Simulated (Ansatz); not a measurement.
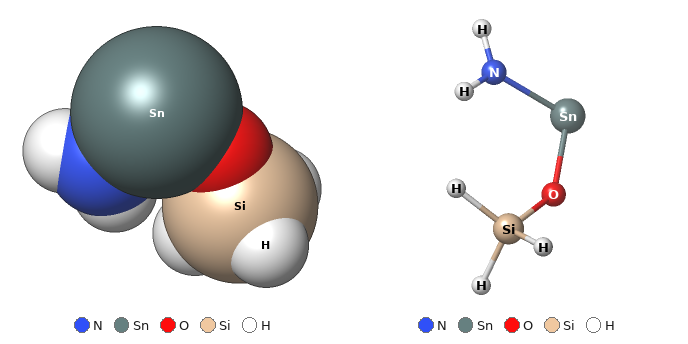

Two views of one molecule.

The geometry was computed by an optimisation with PBE0-D4/def2-TZVP.

> Which formula does it have?

H5NOSiSn, 9 atoms: 5 hydrogen, 1 nitrogen, 1 oxygen, 1 silicon and 1 tin.

> How many bonds of each kind are drawn?

3 Si–H, 2 N–H, 1 N–Sn, 1 O–Sn, 1 O–Si.

> Write the SMILES.

[NH2][Sn][O][SiH3]

> How many sets of symmetry-equivalent atoms are there?

8: 1 N, 1 Sn, 1 O, 1 Si, 1 H, 1 H, 1 H, 2 H.

More results for the same structure follow; atom numbers are the same in all pictures, views and colours differ.

**Shape**

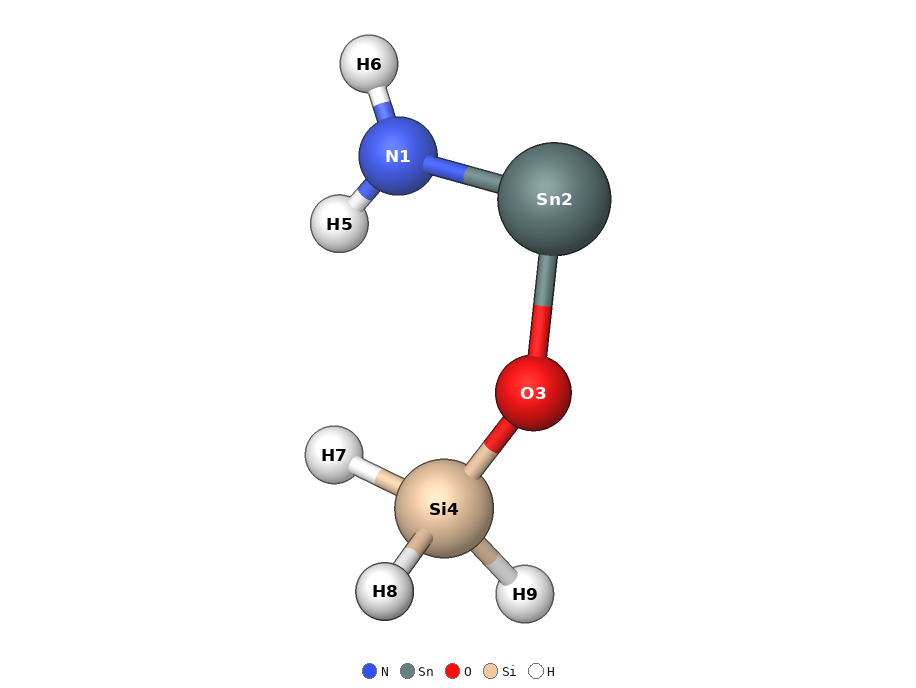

Which atoms are bonded, and how long are the bonds?

| bond | length (Å) |
| --- | --- |
| N1–Sn2 | 2.011 |
| N1–H5 | 1.010 |
| N1–H6 | 1.008 |
| Sn2–O3 | 1.989 |
| O3–Si4 | 1.623 |
| Si4–H7 | 1.496 |
| Si4–H8 | 1.489 |
| Si4–H9 | 1.489 |

**Charges**

The questions are on Mulliken charges. Level of theory: RKS r2SCAN-D4/def2-TZVPP, core potentials on Sn (Ansatz 0.2.0).

> Which atom carries the highest charge (most positive or least negative)?

Sn2 (0.75 e).

> And the lowest?

O3 (−0.63 e).

List the Mulliken charges.

```csv
atom,value (e)
N1,−0.61
Sn2,0.75
O3,−0.63
Si4,0.48
H5,0.17
H6,0.16
H7,−0.12
H8,−0.10
H9,−0.10
```

**Levels of theory compared**

Program: Ansatz 0.2.0.

Tabulate HOMO–LUMO gap (eV) at these levels: B97M-V/def2-TZVPP; BLYP-D4/def2-TZVPP; PBE0-D4/def2-SVP; r2SCAN-D4/def2-TZVPP; r2SCAN0-D4/def2-TZVPP; ωB97M-V/def2-QZVPP.

```tsv
level	HOMO–LUMO gap (eV)
B97M-V/def2-TZVPP	4.01
BLYP-D4/def2-TZVPP	3.60
PBE0-D4/def2-SVP	5.67
r2SCAN-D4/def2-TZVPP	4.05
r2SCAN0-D4/def2-TZVPP	5.92
ωB97M-V/def2-QZVPP	9.60
```

**Dipole moment**

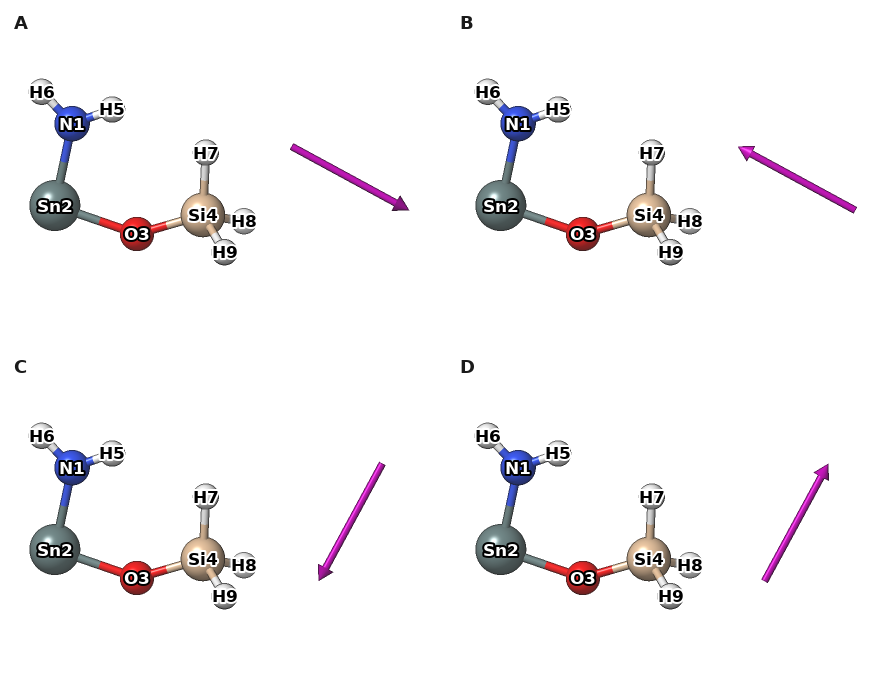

The same molecule four times, each with an arrow. Properties computed with RKS ωB97M-V/def2-TZVPP, core potentials on Sn (Ansatz 0.2.0).

> Which arrow points along the dipole moment, from the negative to the positive end?

B. The dipole moment is 2.50 D; it points from the side of H8, H9 to the side of H6 (the outermost atoms at the two ends).

Mulliken values depend strongly on the basis set and can even reverse the polarity of a bond.
